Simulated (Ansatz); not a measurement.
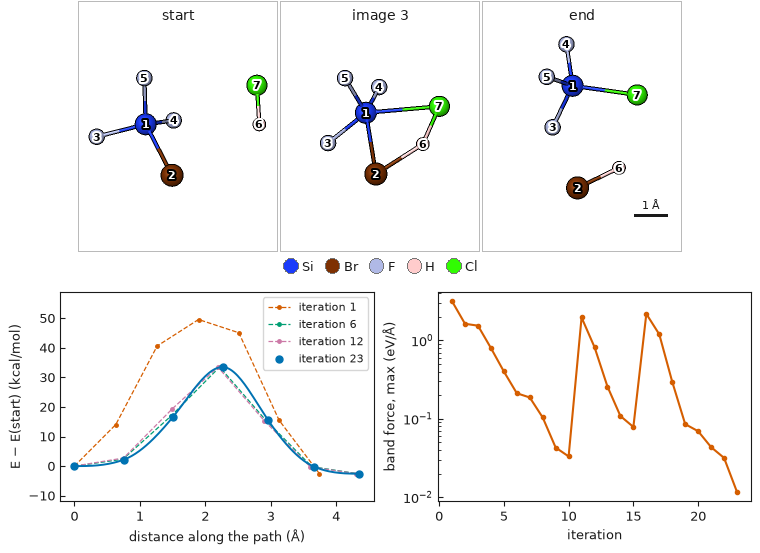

A search for the minimum-energy path of SiHBrClF3, made up at the start of SiBrF3 and HCl by the nudged elastic band. Images are numbered from 0 (start) to 6 (end). The plot follows the band through its iterations. Style: ball-and-stick. Shown at a tilt.

These are results of RKS B3LYP-D4/def2-SVP (Ansatz), not measurements. Set-up: 5 movable images; climbing image; force threshold 0.03 eV/Å; iteration limit 60; starting path through a guess of the saddle point.

How did the profile develop, and is the result final?

Answer. The result is final at these settings. The band converged in 23 iterations. The largest component of the band force went from 3.2 to 0.012 eV/Å. The climbing image converged on the top of the path. Its vibrational analysis gives one imaginary mode (557i cm⁻¹), as a transition state must have. The first iteration put the highest image at 49.6 kcal/mol. The highest point, image 3, lies 33.5 kcal/mol above the start and 36.1 kcal/mol above the end; the end is at −2.6 kcal/mol relative to the start.

Limits of the set-up: the start holds two separate molecules, 3.1 Å apart at their closest, whose relative position is a soft coordinate.
